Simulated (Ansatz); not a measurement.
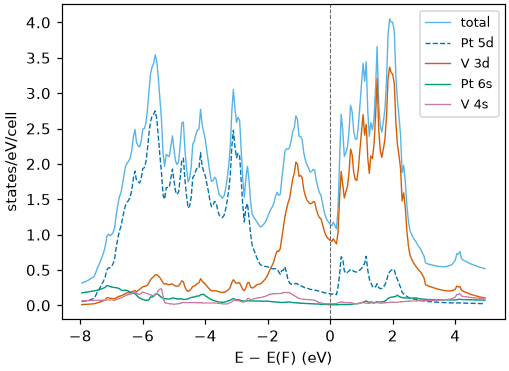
Total and projected density of states of VPt (L1₀ or tetragonal B2, space group No. 123), plane-wave PAW r²SCAN (Ansatz code)

Problem. Which orbitals carry the states next to the Fermi level?

Solution. Within 0.5 eV of the Fermi level: V 3d 76 %, Pt 5d 17 %. Projections are on Löwdin-orthogonalised atomic valence shells; empty p or d shells of many metals are not among them.

Problem. Where is the tallest occupied peak in this window, and what makes it?

Solution. Near -5.6 eV, about 3.5 states/eV per cell; the largest projected share is Pt 5d.

Space group P4/mmm (L1₀ or tetragonal B2). The first step of the workflow began from a Materials Project structure, measured or hypothetical; the Crystallography Open Database files this formula in space group No. 123, but the cells were not matched. Whether it is the stable phase at ambient conditions was not checked. The r²SCAN relaxation kept the symmetry of its start; whether a distortion lowers the energy is not shown. No spin polarisation was allowed. Scalar-relativistic: spin–orbit coupling is off unless named, which matters more the heavier the elements.

Potentials: the later of the program's two PAW sets.
